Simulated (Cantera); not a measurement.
A closed system holds: 1 mol MgCO3, 0.58 mol SO3, 0.15 mol O2, 4.4 mol H2S, at 4800 Torr.

Equilibrium computed with Cantera from the NASA thermochemical tables; the gas is ideal and each condensed phase is pure. Candidate condensed phases: C, C6H6, C7H8, C8H18, H2O, H2SO4, Mg, MgCO3, MgO, Mg(OH)2, MgS, MgSO4, S; 130 gas species. Gases not in the tables: S3 to S7. The numbers say what is thermodynamically allowed, not how fast it happens.

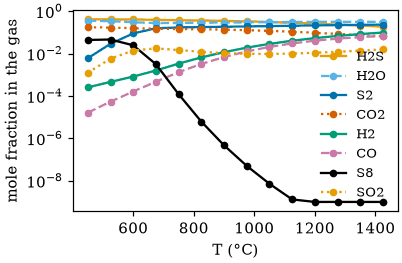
Equilibrium gas composition (values under 1e-9 drawn at 1e-9)

Task: Read off the mole fractions at 975 °C.

Result: H2S about 0.33, H2O about 0.30, S2 about 0.19, CO2 about 0.13, H2 about 0.019, CO about 0.013, SO2 about 0.0098, S8 about 5.0e-8.
